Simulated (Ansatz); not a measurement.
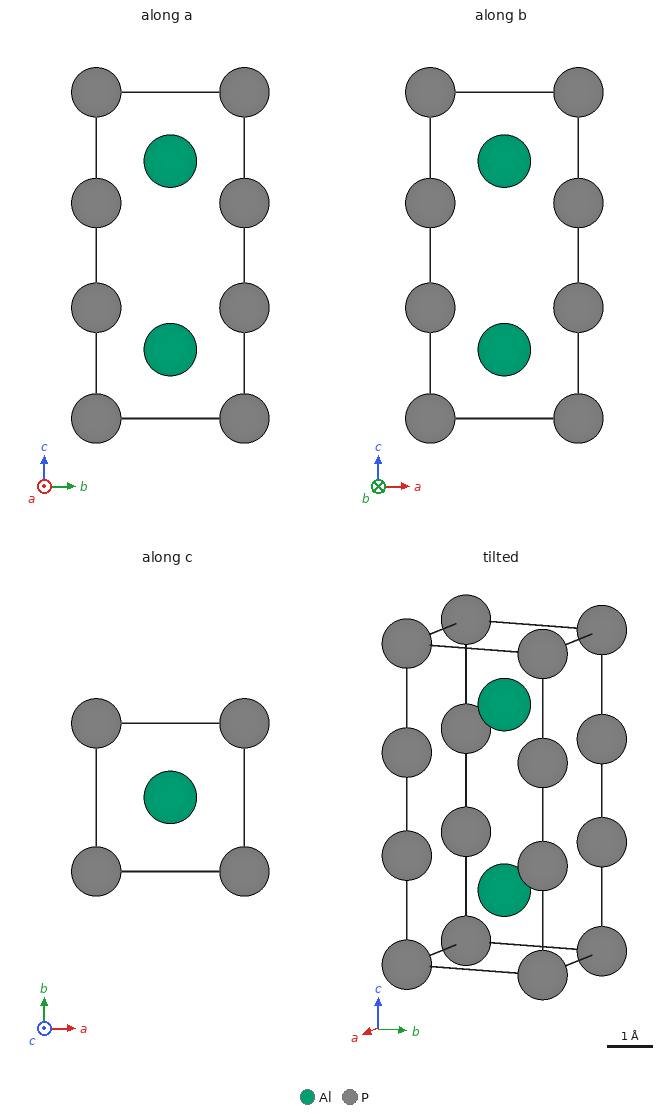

Structure drawing (spheres-only), viewed along the a axis, along the b axis, along the c axis and slightly off an axis. The box is the conventional unit cell; atoms on or close to its faces, edges and corners are drawn wherever they repeat.

Lattice parameters: a = 3.3561 Å, b = 3.3561 Å, c = 7.3897 Å, α = 90.000°, β = 90.000°, γ = 90.000°.

### Turn the picture into a CIF in P1 with every atom of the cell, with free fractional coordinates to two decimals.

```cif
data_structure
_symmetry_space_group_name_H-M 'P 1'
_symmetry_Int_Tables_number 1
_cell_length_a 3.3561
_cell_length_b 3.3561
_cell_length_c 7.3897
_cell_angle_alpha 90.000
_cell_angle_beta 90.000
_cell_angle_gamma 90.000
_cell_volume 83.23
loop_
_atom_site_label
_atom_site_type_symbol
_atom_site_fract_x
_atom_site_fract_y
_atom_site_fract_z
_atom_site_occupancy
Al1 Al 0.50 0.50 0.21 1
Al2 Al 0.50 0.50 0.79 1
P1 P 0.00 0.00 0.34 1
P2 P 0.00 0.00 0.66 1
P3 P 0.00 0.00 0.00 1
```

The initial geometry was a random cell made by a generator, so it need not be a real form of the compound. Relaxation method: DFT PBE, scalar-relativistic, plane waves, PAW (Ansatz 0.2.0).
